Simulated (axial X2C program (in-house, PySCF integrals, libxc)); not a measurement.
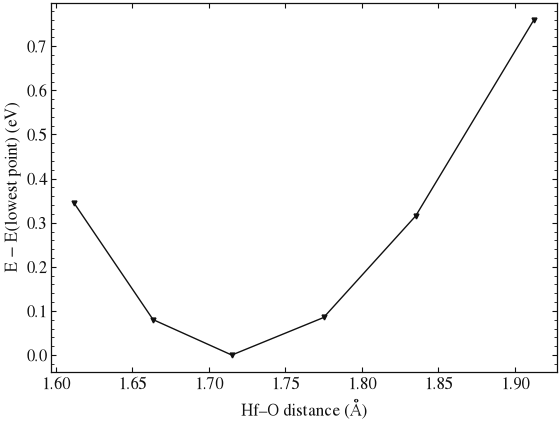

**Figure 1.** Energy at 6 bond lengths, for one set of occupations held fixed; the line joins the points. A polynomial of degree 4 through 6 points gives rₑ = 1.716 Å, ωₑ = 997.4 cm⁻¹, ωₑxₑ = 3.0 cm⁻¹ and Bₑ = 0.3897 cm⁻¹. The minimum lies 8.49 eV below Hf + O, each computed as one determinant at the same level.

Relativistic diatomic calculation for HfO

- system: HfO, single determinant with M_S = 0 and |Λ| = 0.
- method: r2SCAN, spin-free X2C-1e, Hf dyall-cv3z, O dyall-av3z (cores contracted) (axial X2C program (in-house, PySCF integrals, libxc))

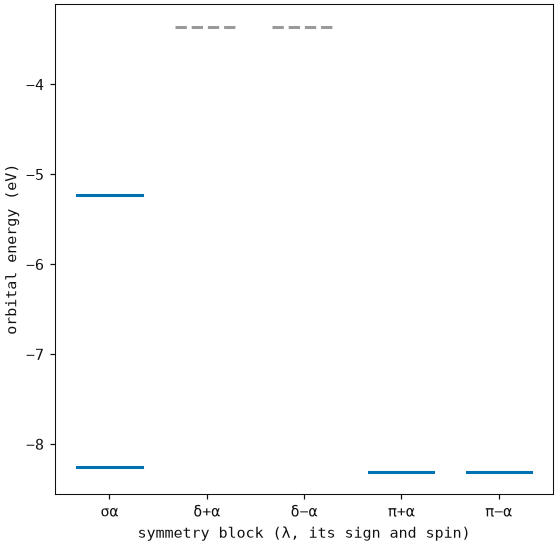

**Figure 2.** Orbital energies near the frontier at 1.72 Å, filled (solid) and empty (dashed); a label such as π−α means λ = −1 and α spin, and the β levels equal the α ones. The highest filled orbital (σα; 63 % Hf s, 13 % Hf d) lies at −5.23 eV, the lowest empty one (δ−α; 97 % Hf d) at −3.36 eV.

Input and output of the run follow.

## The input
```
{"zs": [72, 8], "q": 0, "bas": ["dyall-cv3z", "dyall-av3z"], "levels": ["PBE0", "HF", "r2SCAN"], "cc": true, "r0": 1.85, "thr": -1.0, "nmax": 90, "npts": 10, "nst": 2, "ntry": 6}
```

The line is the task of a batch: nuclear charges, charge, bases, the levels to run, a first guess of the distance and further settings. This report covers r2SCAN without spin-orbit coupling. The log is that of the reference distance 1.715 Å.

Launched within a batch (the task file carries these settings):
```bash
python <driver script> task.json out
```

## Output
```
spin-free X2C-1e  r2SCAN
basis functions 239  fitting functions 1197  grid points 5074
iter        total energy     max residual
   1     -15154.284006926     3.40e-01
   2     -15154.287410664     1.38e-02
   3     -15154.288402927     4.91e-02
   4     -15154.288609233     3.53e-02
   5     -15154.288639666     1.91e-02
   6     -15154.288684883     2.63e-03
   7     -15154.288685439     1.96e-03
   8     -15154.288685931     2.66e-04
   9     -15154.288685945     3.37e-04
  10     -15154.288685961     1.46e-06
  11     -15154.288685961     1.97e-06
converged
one-electron -21153.47966806  Coulomb 6143.08565790  exact exchange 0.00000000  xc functional -321.62416472  nuclear repulsion 177.72948892
```

## The points of the curve

| R (Å) | E (hartree) | dipole (D; origin at the first atom, positive when the second is positive) | highest filled (eV) | lowest empty (eV) |
| --- | --- | --- | --- | --- |
| 1.612 | −15154.276043 | −2.48 | −5.05 | −3.12 |
| 1.664 | −15154.285735 | −2.85 | −5.14 | −3.24 |
| 1.715 | −15154.288686 | −3.20 | −5.23 | −3.36 |
| 1.775 | −15154.285558 | −3.58 | −5.32 | −3.50 |
| 1.835 | −15154.277101 | −3.93 | −5.41 | −3.64 |
| 1.912 | −15154.260792 | −4.35 | −5.51 | −3.80 |

## Key numbers

- outcome: converged
- bond length rₑ: 1.716 Å
- ωₑ: 997.4 cm⁻¹
- energy at the minimum: −15154.28869 hartree
- depth below the fragments: 8.49 eV
- hardware: 1 thread of AMD EPYC (Zen 3), 24 GiB of memory available, shared host
- wall time: 11 s
- peak memory: 0.71 GiB

## Notes

Limits: 6 of the 10 points asked for were kept.
